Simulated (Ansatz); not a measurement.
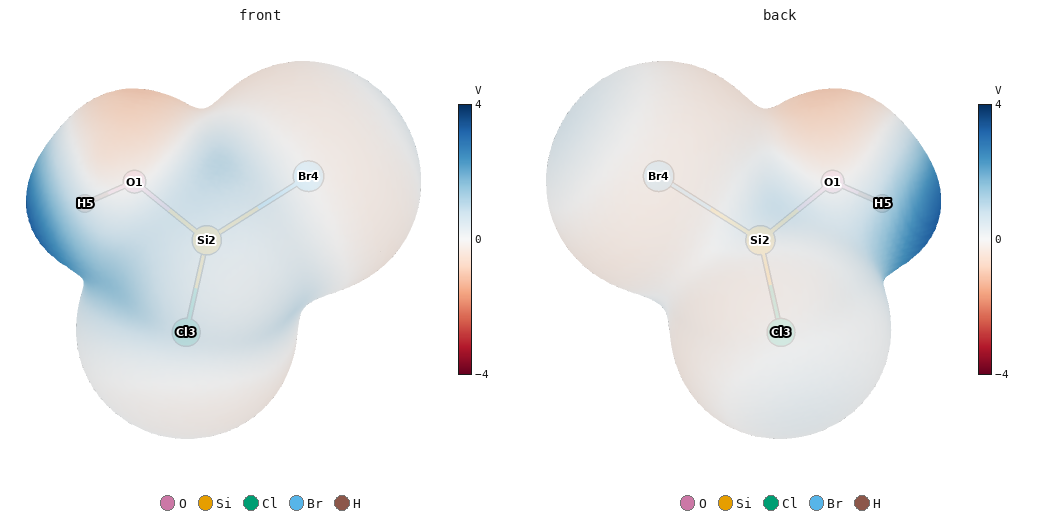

*BrClHOSi (SMILES O[Si](Cl)Br) (doublet). The molecular electrostatic potential painted on the density surface at 0.002 e/bohr³, seen from the front and from behind; red is negative and blue positive.*

Geometry: PBE0-D4/def2-TZVP.

These are results of Ansatz 0.2.0, UKS PBE0-D4/def2-TZVPP, not measurements.

```
atom    x (Å)    y (Å)    z (Å)
   O   0.5824   0.8552  -0.6677
  Si  -0.2118   0.1377   0.5660
  Cl  -1.6825  -1.0933  -0.1904
  Br   1.2835  -1.0274   1.7118
   H   0.0783   1.0542  -1.4611
```

Q: Describe the electrostatic potential map.

A: The most negative region (about −0.9 V) lies over O1, the most positive (about +3.2 V) over H5. Br4 shows a σ-hole: about +0.5 V at the tip opposite its bond, against about −0.3 V on its flanks.
